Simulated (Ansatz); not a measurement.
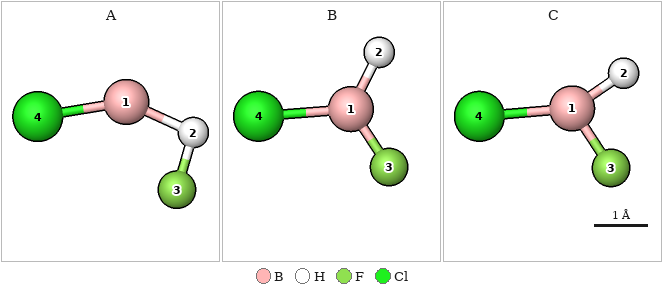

3 geometries from a converged minimum-energy path of BHClF, shuffled. Style: ball-and-stick. Shown face on.

These are results of RKS B3LYP/def2-SVP (Ansatz 0.2.0), not measurements. Set-up: 7 movable images; climbing image; force threshold 0.05 eV/Å; iteration limit 60; starting path through a guess of the saddle point.

Which frame is the top of the path?

A. In order along the path, whose images run from 0 to 8: B (image 0, 0.0 kcal/mol), C (image 1, +19.0 kcal/mol), A (image 3, +111.7 kcal/mol). Breaking: B1–F3 (1.31 → 1.92 at the top → 2.97 Å), B1–H2 (1.20 → 1.39 at the top → 2.03 Å). Forming: H2–F3 (2.18 → 1.13 at the top → 0.94 Å).
